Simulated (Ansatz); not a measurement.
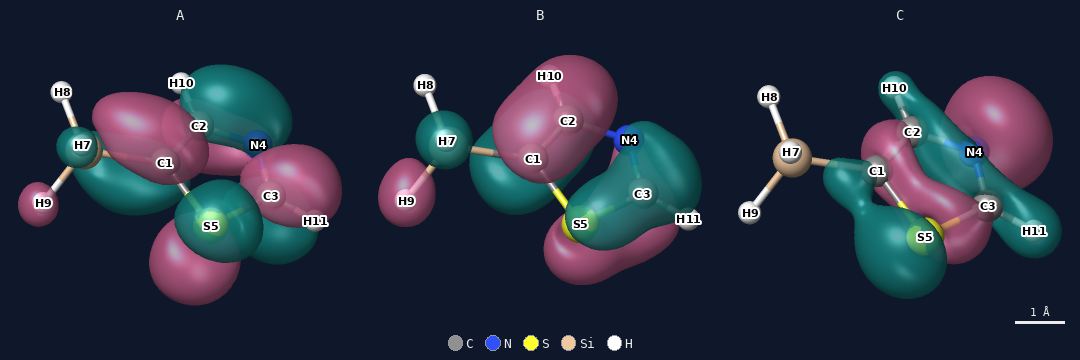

*C3H5NSSi (SMILES [SiH3]c1cncs1). Three frontier orbitals at ±0.08 Å⁻³ᐟ² (teal and pink are the two phases), in no order.*

Geometry: B3LYP-D3(BJ)/def2-SVP.

Theory: isolated molecule in a Gaussian basis; Kohn-Sham density functional theory, functional PBE0 in Ansatz 0.2.0.

Input file:

```
crystal:
  periodic: [false, false, false]
  atoms:
    - {symbol: C, position_ang: [0.526123, 0.681105, 1.046459]}
    - {symbol: C, position_ang: [1.715373, 1.044391, 1.648233]}
    - {symbol: C, position_ang: [1.037644, -0.329917, 3.222432]}
    - {symbol: "N", position_ang: [1.992671, 0.475364, 2.862226]}
    - {symbol: S, position_ang: [-0.282771, -0.451481, 2.091604]}
    - {symbol: Si, position_ang: [-0.145898, 1.268926, -0.596588]}
    - {symbol: H, position_ang: [-1.459111, 1.951893, -0.420224]}
    - {symbol: H, position_ang: [0.846866, 2.224207, -1.161945]}
    - {symbol: H, position_ang: [-0.335104, 0.125106, -1.533593]}
    - {symbol: H, position_ang: [2.428748, 1.747339, 1.212618]}
    - {symbol: H, position_ang: [1.030548, -0.901306, 4.153701]}
basis:
  gaussian:
    orbitals: def2-SVPD
hamiltonian:
  xc: pbe0
output:
  forces: true
  orbitals: {seedname: orbitals}
```

Command:

```sh
ansatz run input.yaml --threads 2 --pin off --max-ram 5220MiB --events-out events.jsonl --progress --plain --runs-dir runs
```

**Order the three orbitals by energy and name them.**

C is the HOMO−1 (−8.16 eV). By Hirshfeld shares it lies mainly on N4 (about 65 %), S5 (about 15 %), C3 (about 10 %) and C2 (about 5 %). B is the HOMO (−7.49 eV). By Hirshfeld shares it lies mainly on C1 (about 25 %), C2 (about 25 %), C3 (about 20 %) and S5 (about 15 %). A is the LUMO (−1.32 eV). By Hirshfeld shares it lies mainly on C3 (about 25 %), S5 (about 20 %), C1 (about 15 %), C2 (about 10 %), N4 (about 10 %) and Si6 (about 5 %).

**What is the HOMO–LUMO gap?**

6.17 eV between the orbital energies.
